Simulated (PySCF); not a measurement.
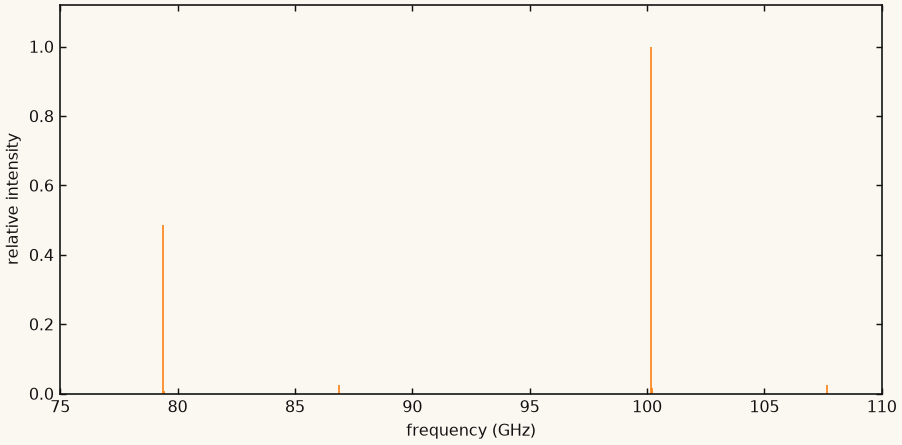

Simulated rotational absorption lines between 75 and 110 GHz at 40 K: rigid rotor with the equilibrium constants and dipole of one optimised conformer (PBE0-D3(BJ)/def2-SVP, PySCF), commonest isotopes; no centrifugal distortion, hyperfine structure, internal rotation or nuclear-spin weights; lines within 1 MHz of each other are summed.

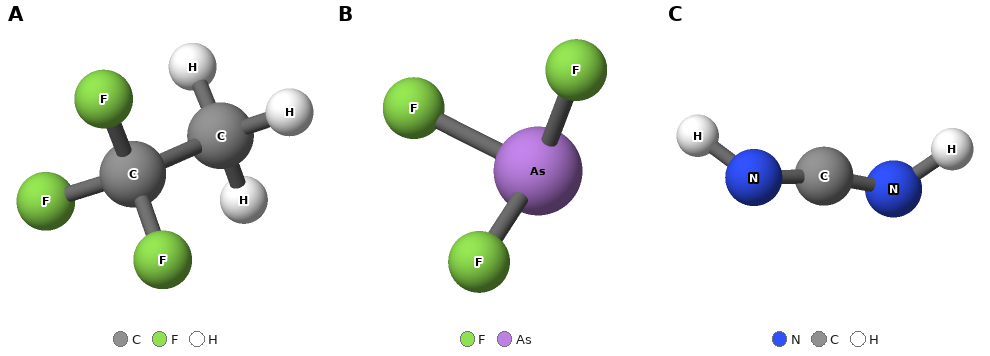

> Which molecule gives this spectrum? The candidates are drawn in the second picture.

Structure C, CH₂N₂ (diiminomethane), SMILES N=C=N. Rotational constants A, B, C = 380.8, 10.39, 10.39 GHz, |μa|, |μb|, |μc| = 0.00, 2.10, 0.27 D.

Known limits of this run: coarse grid, loose stop and no frequency check, small forces are noise and the end may be a saddle.
